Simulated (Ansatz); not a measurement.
**Lattice dynamics of BePd (Pm-3m)**

Aim: the phonons of BePd (Pm-3m) at a cell relaxed beforehand at this level. After the zone centre comes a 4×4×4 q mesh on a 16×16×16 k mesh.

Calculated with Ansatz 0.2.0; DFT PBEsol, scalar-relativistic, plane waves, PAW.

### 1. Starting point

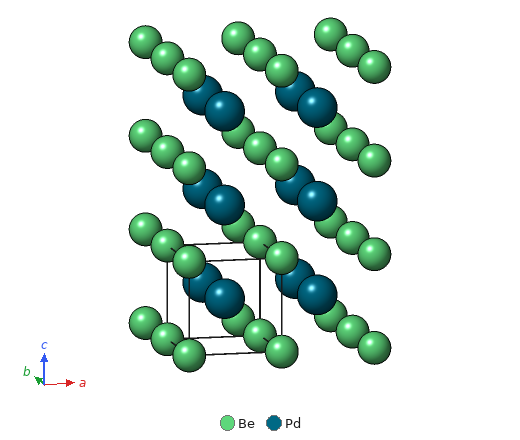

The cell as given, slightly off an axis (beryllium green, palladium blue). 2×2×3 cells are drawn. Some periodic images of atoms are drawn too.

### 2. Linear response at the zone centre

The cell comes from relaxations at this level that are not shown. The zone centre comes first: it holds the modes that light can see, as far as symmetry allows. No field response is asked, since the mesh shows no gap.

Contents of input.yaml:

```yaml
crystal:
  lattice:
    - [2.7976391317, 0.0, 0.0]
    - [0.0, 2.7976391317, 0.0]
    - [0.0, 0.0, 2.7976391317]
  atoms:
    - { symbol: Be, position: [0.0, 0.0, 0.0] }
    - { symbol: Pd, position: [0.5, 0.5, 0.5] }
kpoints:
  mp_grid: { grid: [16, 16, 16] }
hamiltonian:
  xc: pbesol
scf:
  occupations: { method: methfessel_paxton, width: 0.15 }
output:
  eigenvalues: true
phonons:
  method: dfpt
```

Command:

```
ansatz run input.yaml --threads 4 --pin off --max-ram 7168MiB --backend cpu --events-out ev --progress --plain --runs-dir out
```

Numbers of over 12 decimals in the logs are rounded to 6 here.

The program printed:

```text
Engine: ansatz 0.2.0, aarch64-unknown-linux-gnu
Pseudopotentials: kind: paw
Pseudopotential: Be, paw, valence charge 2, recommended cutoff 420 eV (normal), Be.paw.azcp
Pseudopotential: Pd, paw, valence charge 18, recommended cutoff 420 eV (normal), Pd.paw.azcp
Functional definition: PBEsol
  exchange = pbesol_x
  correlation = pbesol_c
Crystal: 2 atoms, lattice volume = 21.897 Å³
Basis set: ecut = 420 eV, 437 PW (Γ), exchange–correlation on 40×40×40 points (8 copies of the dense FFT grid, shifted against one another)
Bands: 14, of which v1, the nominal top of the filled ones, is band 10 counted from 1 (9 counted from 0)
Symmetry: 48 space group operations
k-points: 405 of 4096 (irreducible under 8 space group operations, time reversal used)
Non-local potential: Be, projectors of the file, l = 0: 2, l = 1: 2, l = 2: 1
Non-local potential: Pd, projectors of the file, l = 0: 2, l = 1: 2, l = 2: 2, l = 3: 1
PAW form: soft (Blöchl's): semilocal exchange-correlation on the pseudo side does not see the compensation charge
PAW frozen core: Be, regenerated for the run's functional, and the local potential with it (the file was generated under x = pbe(κ = 0.804, μ = 0.219515), c = pbe(β = 0.066725))
PAW frozen core: Pd, regenerated for the run's functional, and the local potential with it (the file was generated under x = pbe(κ = 0.804, μ = 0.219515), c = pbe(β = 0.066725))
PAW one-centre angular grid: Be, 110 points (default); XC on 64 Gauss nodes
PAW one-centre angular grid: Pd, 590 points (default); XC on 64 Gauss nodes
Initial density: superposition of atomic densities (neutral atoms: chi_scale 0, normalization atom), corrected by the library's trained network
Initial wavefunctions: pseudopotential atomic-orbital guess
Functional: x = pbesol(κ = 0.804, μ = 0.123457), c = pbesol(β = 0.046)
SCF iter   1: F=—  HF=-6998.250435 eV  |F-HF|=—  |Δ(HF+E_count)|=         —  Δρ=8.92e-3  dr2=1.75e-2  ethr=1.77e-3  ⟨swp⟩=5.0  Hψ=31892  notcnv=0
preconditioner: auto → none  [metal: Δε(μ)=0.003 eV  Ē_g=10.924 eV  σ=0.150 eV  W_gap=0.02  n_scr=6 (ndim 8)  ℏωp=27.5 eV  f_vac=0.000  D(μ)=0.85/eV (n_scr^D=6)  sad-step TF]
SCF iter   2: F=—  HF=-6998.247313 eV  |F-HF|=—  |Δ(HF+E_count)|=   3.12e-3  S|Δr|=    0.00e0  Δρ=4.61e-3  dr2=5.05e-3  ethr=8.74e-5  ⟨swp⟩=1.0  Hψ=8910  notcnv=0
SCF iter   3: F=—  HF=-6998.246171 eV  |F-HF|=—  |Δ(HF+E_count)|=   1.14e-3  S|Δr|=    0.00e0  Δρ=2.54e-4  dr2=7.65e-6  ethr=2.53e-5  ⟨swp⟩=2.6  Hψ=7956  notcnv=0
SCF iter   4: F=—  HF=-6998.246171 eV  |F-HF|=—  |Δ(HF+E_count)|=   1.31e-7  S|Δr|=    0.00e0  Δρ=3.92e-5  dr2=8.93e-8  ethr=3.83e-8  ⟨swp⟩=2.7  Hψ=9869  notcnv=0
SCF iter   5: F=—  HF=-6998.246168 eV  |F-HF|=—  |Δ(HF+E_count)|=   2.62e-6  S|Δr|=    0.00e0  Δρ=2.37e-6  dr2=4.26e-10  ethr=4.47e-10  ⟨swp⟩=2.3  Hψ=8257  notcnv=0
SCF iter   6: F=-6998.246168 eV  HF=-6998.246168 eV  |F-HF|=3.64e-12  |Δ(HF+E_count)|=  2.84e-10  S|Δr|=    0.00e0  Δρ=1.67e-7  dr2=4.06e-12  ethr=1.00e-12  ⟨swp⟩=5.7  Hψ=24401  notcnv=0
SCF 1 converged in 6 iterations: F = -6998.246168 eV  dr2 = 4.06e-12
  greatest PAW one-centre occupation: 0.999 electrons in one spin orbital (limit 2), on the Pd atom at site 1 (counted from 0), in its partial waves of l = 0
DFPT response loops at Γ: preconditioner auto → Kerker (q_TF=auto, 2.687 Å⁻¹) (partly filled bands, converged f_vac=0.000); β = 1.00, the filter's whole step (`scf.mixing.beta` (0.50) is not read by the response loops under this deck's `scf.mixing.preconditioner`; to damp them name `kerker` or `kerker_dos`, under which they read `scf.mixing.beta`, and type it under 1.00, their step now; both keys bind the ground state too); Broyden in place of MSR1
SCF converged after 6 iterations
Stability not checked: this state was not tested for a lower state beside it, because cold or Methfessel-Paxton smearing, or corrected tetrahedra, fill the levels in a way that the test cannot read (fill_not_monotonic; see scf.lower_state_search)
Free energy (F): -6998.246168 eV
Harris-Foulkes:  -6998.246168 eV  (|F-HF|=3.64e-12)
Internal energy: -6998.245379 eV  (E = F + TS)
E sigma→0 (E₀):  -6998.245971 eV
Entropy (-TS):   -0.000789 eV (-0.395 meV/atom)
Fermi energy:    17.175830 eV
--- Per-component energies (eV) ---
  E_band       = -186.207861
  E_kinetic    = 534.565494
  E_local      = -2184.117955  (includes V_loc(G=0)·N_el)
  E_nonlocal   = 221.954119
  E_hartree    = 902.707010
  E_xc         = -188.530080
  E_vxc        = -233.658361  (∫ρ·V_xc dr)
  E_paw        = -3741.523642  (= ΣΔE_a)
  E_vpaw       = -330.365281  (= ΣTr[D̂ρ^β])
  E_aug_tail   = 0.000216  (compensation charges beyond the density's cutoff)
  E_ewald      = -2543.612596
  E_core_change = 0.312055  (= ΣΔE_core)
  E_smearing   = -0.000789  (= −TS)
  E_closure    = -0.000000  (closes the sum)
  Σ components = -6998.246168   (vs F -6998.246168, Δ=0.00e0)
--- Band table (eV; the first three rows and the last of 405) ---
  k-point 0: bands = [... 6 lower, 11.4344, 14.8024, 14.8024, 14.8024, 22.5568, 22.5568, 22.5568, 31.5395]
  k-point 1: bands = [... 6 lower, 11.4750, 14.7238, 14.7238, 14.8078, 22.2592, 22.7044, 22.7044, 31.4018]
  k-point 2: bands = [... 6 lower, 11.5918, 14.5115, 14.5115, 14.8235, 21.4998, 23.1249, 23.1249, 31.0233]
  k-point 404: bands = [... 6 lower, 10.6298, 15.9432, 15.9432, 21.9758, 22.7696, 22.7696, 22.7696, 23.9996]
--- Phonons (Γ-DFPT): 2 representative perturbations + reference, on 405 of 4096 k-points (Σ response iterations 6) ---
  k mesh reduced under 8 symmetry operations, with k and −k counted as one. Each operation leaves every solved perturbation unchanged. A smaller set is not used because it would not reduce the number of displacements times k-points to solve
  ASR residual: 1.764e-4 → 0.000e0 eV/Å²; symmetrization residual: 3.752e-7 eV/Å²
  ASR residual per site (eV/Å²): 8.28e-5 1.76e-4
  Γ frequencies (cm⁻¹): 0.00 0.00 0.00 379.68 379.68 379.68
  non-analytic LO–TO correction: not included (Born effective charges unavailable; polar crystals: no LO–TO splitting at Γ)
```

Wall time 8.4 s (4 threads of Arm Neoverse V1, shared host); peak memory 0.56 GiB; 29 s of CPU time.

Numbers from this step:

- volume per atom: 10.95 Å³
- gap on the k-mesh: 0 eV
- sum-rule residual before enforcement: 1.76e-4 eV/Å²
- point group: m-3m
- highest optical mode at the zone centre (no LO-TO term): 379.7 cm⁻¹
- lowest optical zone-centre mode: 379.7 cm⁻¹

Patterns of degenerate modes are one choice out of their space. The modes at Γ (shares of kinetic energy by element, %):

```
mode  frequency (cm⁻¹)  symmetry  Be %  Pd %
   1               0.0  acoustic     8    92
   2               0.0  acoustic     8    92
   3               0.0  acoustic     8    92
   4             379.7       T1u    92     8
   5             379.7       T1u    92     8
   6             379.7       T1u    92     8
```

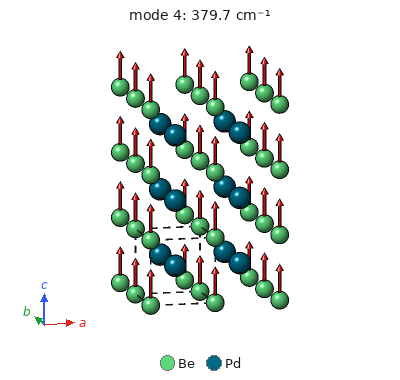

Displacement patterns of mode 4 at Γ; arrows are exaggerated. 2×2×3 cells are drawn. Some periodic images of atoms are drawn too.

Before it was imposed, the acoustic sum rule was missed by 1.8e-4 eV/Å². Small misses are needed for a sound result but don't prove that mesh and cutoff are converged. The lowest optical mode is real, 380 cm⁻¹.

### 3. Phonons on a q mesh

Stability and thermal properties need the whole zone. Linear response on a 4×4×4 q mesh gives force constants as far as a supercell of that size would.

input.yaml, as its differences from that of step 2:

```diff
@@ -18 +18,8 @@
   method: dfpt
+  qmesh: [4, 4, 4]
+  temperatures: { t_max: 1000, t_step: 50 }
+  qpath:
+    path:
+      - [[0.0, 0.0, 0.0], [0.0, 0.5, 0.0], [0.5, 0.5, 0.0], [0.0, 0.0, 0.0], [0.5, 0.5, 0.5], [0.0, 0.5, 0.0]]
+      - [[0.5, 0.5, 0.5], [0.5, 0.5, 0.0]]
+    npoints: 10
```

The program printed:

```text
[...]
Crystal: 2 atoms, lattice volume = 21.897 Å³
Basis set: ecut = 420 eV, 437 PW (Γ), exchange–correlation on 40×40×40 points (8 copies of the dense FFT grid, shifted against one another)
Bands: 14, of which v1, the nominal top of the filled ones, is band 10 counted from 1 (9 counted from 0)
Symmetry: 48 space group operations
k-points: 165 of 4096
[...]
SCF iter   1: F=—  HF=-6998.250432 eV  |F-HF|=—  |Δ(HF+E_count)|=         —  Δρ=8.92e-3  dr2=1.75e-2  ethr=1.77e-3  ⟨swp⟩=5.0  Hψ=12965  notcnv=0
[...]
SCF iter   6: F=-6998.246168 eV  HF=-6998.246168 eV  |F-HF|=2.73e-12  |Δ(HF+E_count)|=  2.65e-10  S|Δr|=    0.00e0  Δρ=1.42e-7  dr2=2.60e-12  ethr=1.00e-12  ⟨swp⟩=5.8  Hψ=9943  notcnv=0
SCF 1 converged in 6 iterations: F = -6998.246168 eV  dr2 = 2.60e-12
[...]
iter 1 solved again at ethr=4.80e-8 eV; its pass at ethr=3.10e-3 eV (dr2=9.59e-6 eV) is discarded
SCF iter   1: F=—  HF=-6998.246170 eV  |F-HF|=—  |Δ(HF+E_count)|=         —  Δρ=3.15e-7  dr2=1.50e-11  ethr=4.80e-8  ⟨swp⟩=2.9  Hψ=18662  notcnv=0
eigensolver tolerance schedule: the retry pair's looser diagonalisation over-reported the residual by 640393.44 of it (diagonalisation noise at an unbounded share of the residual, at the tolerance the schedule requests for it); recorded, not acted on — ethr = c·dr2/N_el stays at c = 1.0e-1
[...]
SCF iter   2: F=—  HF=-6998.246168 eV  |F-HF|=—  |Δ(HF+E_count)|=   1.42e-6  S|Δr|=    0.00e0  Δρ=1.67e-7  dr2=4.33e-12  ethr=1.00e-12  ⟨swp⟩=2.2  Hψ=8724  notcnv=0
SCF iter   3: F=-6998.246168 eV  HF=-6998.246168 eV  |F-HF|=9.09e-13  |Δ(HF+E_count)|=  9.09e-13  S|Δr|=    0.00e0  Δρ=7.84e-8  dr2=6.66e-13  ethr=1.00e-12  ⟨swp⟩=1.0  Hψ=5280  notcnv=0
SCF 2 converged in 3 iterations: F = -6998.246168 eV  dr2 = 6.66e-13
phonons: the bands overlap, so this run is a metal and interpolates without the dipole-dipole term. If the crystal is really an insulator or semiconductor, its LO-TO splitting is missing
NSCF: frozen V_eff on 165 k-points
[...]
DFPT response loops at q = (0, 0, 0) (fractional): preconditioner auto → Kerker (q_TF=auto, 2.687 Å⁻¹) (partly filled bands, converged f_vac=0.000); β = 1.00, the filter's whole step (`scf.mixing.beta` (0.50) is not read by the response loops under this deck's `scf.mixing.preconditioner`; to damp them name `kerker` or `kerker_dos`, under which they read `scf.mixing.beta`, and type it under 1.00, their step now; both keys bind the ground state too); Broyden in place of MSR1
[...]
SCF converged after 6 iterations
[...]
Free energy (F): -6998.246168 eV
[...]
Internal energy: -6998.245379 eV  (E = F + TS)
E sigma→0 (E₀):  -6998.245971 eV
Entropy (-TS):   -0.000789 eV (-0.395 meV/atom)
Fermi energy:    17.175830 eV
[...]
--- Band table (eV; the first three rows and the last of 165) ---
  k-point 0: bands = [... 6 lower, 11.4344, 14.8024, 14.8024, 14.8024, 22.5568, 22.5568, 22.5568, 31.5395]
  k-point 1: bands = [... 6 lower, 11.4750, 14.7238, 14.7238, 14.8078, 22.2592, 22.7044, 22.7044, 31.4018]
  k-point 2: bands = [... 6 lower, 11.5918, 14.5115, 14.5115, 14.8235, 21.4998, 23.1249, 23.1249, 31.0233]
  k-point 164: bands = [... 6 lower, 10.6298, 15.9432, 15.9432, 21.9758, 22.7696, 22.7696, 22.7696, 23.9996]
--- Phonons (Γ-DFPT): 2 representative perturbations + reference (Σ response iterations 6) ---
  ASR residual: 1.490e-4 → 0.000e0 eV/Å²; symmetrization residual: 8.088e-7 eV/Å²
  ASR residual per site (eV/Å²): 8.38e-5 1.49e-4
  Γ frequencies (cm⁻¹): 0.00 0.00 0.00 379.68 379.68 379.68
--- Phonons (arbitrary-q DFPT): 10 irreducible q on the 4×4×4 mesh ---
  q = [0.0000, 0.0000, 0.0000] (star 1, of the zone-centre solve; hermiticity 3.67e-7, symmetrization 2.83e-12): -0.00 -0.00 0.00 379.68 379.68 379.68
  q = [0.0000, 0.0000, 0.2500] (star 6, 4 solved perturbations in 4032 linear systems a pass and spin channel, the states on 1296 of 4096 k-point pairs; hermiticity 2.14e-7, symmetrization 3.85e-13): 80.76 80.76 157.29 398.15 398.15 405.81
[...]
q = [0.0000, 0.2500, -0.5000] (star 12, 6 solved perturbations on 1296 of 4096 k-point pairs; hermiticity 8.77e-8, symmetrization 2.62e-9): 107.96 140.07 193.10 394.42 394.87 410.30
[...]
sum rule: each row above includes the acoustic sum rule's correction from the zone centre's row sums; it moved no ω² by more than (1.59 cm⁻¹)²
  mesh force constants: q→R imaginary residual 1.77e-18; ASR residual 1.490e-4 → 0.000e0 eV/Å²; symmetrization residual 7.105e-15 eV/Å²
  interpolated dispersion: 62 rows × 6 modes
  density of states and harmonic sums: on the 24×24×24 q-mesh, interpolated from the force constants of a 4×4×4 supercell (no non-analytic term)
  largest difference from the sums on the solved wave vectors: F 1.10e-2 eV, S 1.51e-5 and C_V 4.02e-6 eV/K
  zero-point energy: 0.101069 eV/cell   skipped modes (ω ≤ 0): 3   left out of the sums: 3.62e-5 of the cell's modes: C_V's classical limit lies that fraction below 3 k_B per atom; for a crystal, a wire or a layer, F and S can be off by more, and a phonons.interpolated_qmesh denser along its periods is the remedy for the sampling
```

The job ended after 4.2 min (4 threads; peak memory 1.8 GiB).

Numbers from this step:

```
sum-rule residual before enforcement                       : 1.49e-4 eV/Å²
lowest frequency on the path                               : 0 cm⁻¹
highest frequency on the path or at a solved wavevector    : 465.6 cm⁻¹
mean frequency                                             : 271.7 cm⁻¹
Debye temperature (second moment)                          : 560 K
logarithmic mean frequency                                 : 235.4 cm⁻¹
lowest mode on the q mesh (acoustic modes at Γ apart)      : 80.76 cm⁻¹
zero-point energy per atom                                 : 50.53 meV
heat capacity at 300 K                                     : 21.23 J/(mol atoms K)
vibrational entropy at 300 K                               : 23.93 J/(mol atoms K)
edges of the widest gap between branches, on path and mesh : 218.2, 363.7 cm⁻¹
```

Frequencies (cm⁻¹) solved at each irreducible wavevector; negative means imaginary. Frequencies by wavevector, by row:

| q in reciprocal lattice units | star | mode 1 | mode 2 | mode 3 | mode 4 | mode 5 | mode 6 |
| --- | --- | --- | --- | --- | --- | --- | --- |
| 0 0 0 | 1 | 0 | 0 | 0 | 379.7 | 379.7 | 379.7 |
| 0 0 0.25 | 6 | 80.8 | 80.8 | 157.3 | 398.1 | 398.1 | 405.8 |
| 0 0 -0.5 | 3 | 108.1 | 108.1 | 218.2 | 418.8 | 418.8 | 465.6 |
| 0 0.25 0.25 | 12 | 94.6 | 122.2 | 167.4 | 372.7 | 397.2 | 436.9 |
| 0 0.25 -0.5 | 12 | 108 | 140.1 | 193.1 | 394.4 | 394.9 | 410.3 |
| 0 -0.5 -0.5 | 3 | 108.3 | 158.9 | 158.9 | 363.7 | 375 | 375 |
| 0.25 0.25 0.25 | 8 | 145.4 | 145.4 | 166.5 | 391.8 | 391.8 | 410.9 |
| 0.25 0.25 -0.5 | 12 | 145.2 | 151.7 | 188.9 | 374.8 | 401 | 414.2 |
| 0.25 -0.5 -0.5 | 6 | 146.9 | 185.5 | 185.5 | 395.6 | 395.6 | 396.4 |
| -0.5 -0.5 -0.5 | 1 | 182.2 | 182.2 | 182.2 | 415 | 415 | 415 |

Interpolated from a 4×4×4 q mesh. The phonon branches at the labelled points (cm⁻¹):

```csv
point,branch 1,branch 2,branch 3,branch 4,branch 5,branch 6
Γ,0,0,0,380,380,380
X,108,108,218,419,419,466
M,108,159,159,364,375,375
Γ,0,0,0,380,380,380
R,182,182,182,415,415,415
X,108,108,218,419,419,466
jump to R,182,182,182,415,415,415
M,108,159,159,364,375,375
```

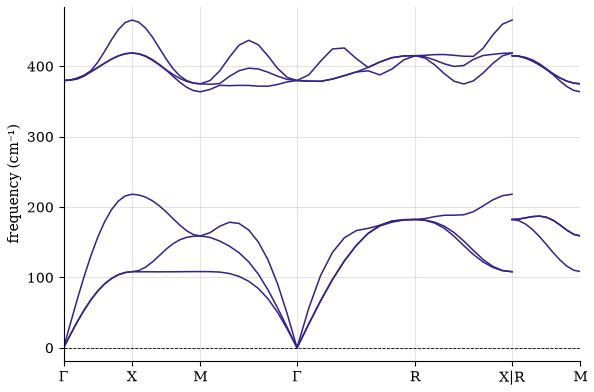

Phonon branches along the path.

The phonon density of states has structure finer than the step of the table below, so its rows give means over 25 cm⁻¹, whole bins alone (the curve runs from 2.5 to 468 cm⁻¹). Peaks (cm⁻¹: height): 107.5: 0.0437, 182.5: 0.0479, 377.5: 0.0768, 397.5: 0.0686.

Tetrahedra on a 24×24×24 mesh, mean over bins of 5 cm-1. Interpolated from a 4×4×4 q mesh. Phonon density of states against wavenumber; means over each step:

```
wavenumber (cm⁻¹)  phonon density of states (1/cm⁻¹/cell)
               25                                  3.1e-4
               50                                 0.00144
               75                                 0.00450
              100                                  0.0216
              125                                  0.0248
              150                                  0.0220
              175                                  0.0344
              200                                  0.0104
              225                                  5.1e-4
              250                                       0
              275                                       0
              300                                       0
              325                                       0
              350                                  1.0e-5
              375                                  0.0375
              400                                  0.0554
              425                                  0.0236
              450                                 0.00345
```

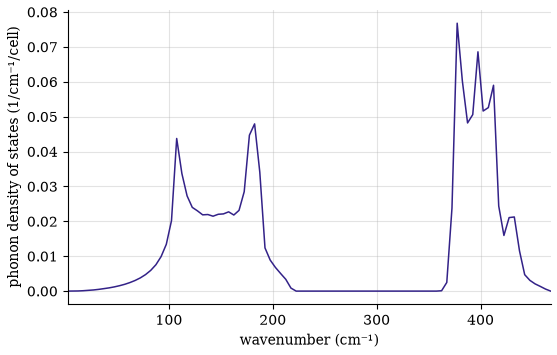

Phonon density of states against wavenumber.

The partial phonon density of states has structure finer than the step of the table below, so its rows give means over 25 cm⁻¹, whole bins alone (the curve runs from -10 to 489 cm⁻¹). Peaks (cm⁻¹: height): Be 378.9: 0.0599, 397.8: 0.0586; Pd 109.2: 0.0377, 181.3: 0.0429.

Phonopy on the run's constants, 21x21x21 mesh, Gaussian sigma 3.6 cm-1. Interpolated from a 4×4×4 q mesh. The partial phonon density of states by wavenumber; means over each step; values in 1/cm⁻¹/cell:

| wavenumber (cm⁻¹) | Be | Pd |
| --- | --- | --- |
| 25 | 2.4e-5 | 3.1e-4 |
| 50 | 9.6e-5 | 0.00137 |
| 75 | 2.2e-4 | 0.00436 |
| 100 | 4.0e-4 | 0.0209 |
| 125 | 5.9e-4 | 0.0245 |
| 150 | 0.00101 | 0.0209 |
| 175 | 0.00158 | 0.0322 |
| 200 | 4.7e-4 | 0.0104 |
| 225 | 7.4e-6 | 6.4e-4 |
| 250 | 0 | 0 |
| 275 | 0 | 0 |
| 300 | 0 | 0 |
| 325 | 0 | 0 |
| 350 | 8.3e-5 | 1.4e-6 |
| 375 | 0.0348 | 0.00266 |
| 400 | 0.0531 | 0.00152 |
| 425 | 0.0237 | 2.1e-4 |
| 450 | 0.00384 | 1.5e-5 |
| 475 | 1.1e-4 | 0 |

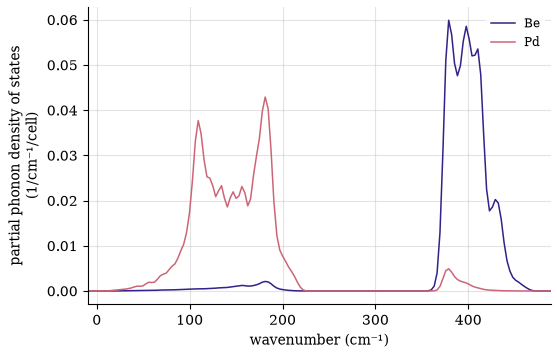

Partial phonon density of states, plotted against wavenumber.

Second derivatives of the energy by pair, one row for each kind of neighbour of each atom listed. Each entry sums the pair over the periodic images of the supercell that the q mesh stands for, and in a polar crystal it holds the long-range dipole part too. Force constants by pair, by row:

```
atom  neighbour  distance (Å)  third of the trace (eV/Å²)  along the pair's line (eV/Å²)
 Be1     itself             0                       5.144                              –
 Be1         Pd         2.423                      -0.501                         -1.631
 Be1         Be         2.798                      0.0287                        -0.0177
 Be1         Be         3.956                     -0.0066                        -0.0883
 Be1         Pd         4.639                     -0.0159                        -0.0288
 Be1         Be         4.846                     -0.1194                        -0.3336
 Be1         Be         5.595                      0.0019                         0.0186
 Be1         Pd         6.097                      0.0018                         0.0058
 Be1         Be         6.256                      0.0036                         0.0118
 Pd2     itself             0                       10.44                              –
 Pd2         Be         2.423                      -0.501                         -1.631
 Pd2         Pd         2.798                     -0.8241                         -3.099
 Pd2         Pd         3.956                     -0.1241                        -0.2708
 Pd2         Be         4.639                     -0.0159                        -0.0288
 Pd2         Pd         4.846                      0.0403                           0.09
 Pd2         Pd         5.595                     -0.0038                          0.232
 Pd2         Be         6.097                      0.0018                         0.0058
 Pd2         Pd         6.256                      0.0218                        -0.0044
```

Harmonic thermodynamic functions per atom, from the density of states. Interpolated from a 4×4×4 q mesh. Thermodynamic functions, by row:

| T (K) | F_vib (meV/atom) | S (J/mol-atom/K) | C_V (J/mol-atom/K) |
| --- | --- | --- | --- |
| 0 | 50.53 | 0 | 0 |
| 50 | 50.34 | 1.481 | 3.888 |
| 100 | 48.4 | 6.204 | 10.12 |
| 200 | 36.81 | 15.94 | 17.9 |
| 300 | 15.99 | 23.93 | 21.23 |
| 400 | -12.21 | 30.26 | 22.71 |
| 500 | -46.33 | 35.42 | 23.47 |
| 600 | -85.34 | 39.74 | 23.9 |
| 700 | -128.5 | 43.44 | 24.17 |
| 800 | -175.2 | 46.68 | 24.34 |
| 900 | -225.1 | 49.56 | 24.47 |
| 1000 | -277.9 | 52.14 | 24.56 |

Harmonic mean-square displacement, third of the trace. Interpolated from a 4×4×4 q mesh. Mean square displacements, by row:

| T (K) | Be1 U_eq (Å²) | Pd2 U_eq (Å²) |
| --- | --- | --- |
| 0 | 0.00502 | 0.00117 |
| 100 | 0.00534 | 0.00174 |
| 300 | 0.00807 | 0.00428 |
| 600 | 0.01405 | 0.00838 |

Symmetry leaves 10 wavevectors to solve. The lowest mode among them, the acoustic zeros apart, lies at q = (0, 0, 0.25) and is real, 80.8 cm⁻¹.

[end of part 1 of 2]

[Logs are printed without paths, hosts, clocks, repeated set-up lines and the standing remarks that a program may print on its own settings, such as how far it seeks lower states.]

[Hosts, paths, dates, database ids (printed as entryN), source tags and the programs' standing remarks are cut or masked in the printed files.]
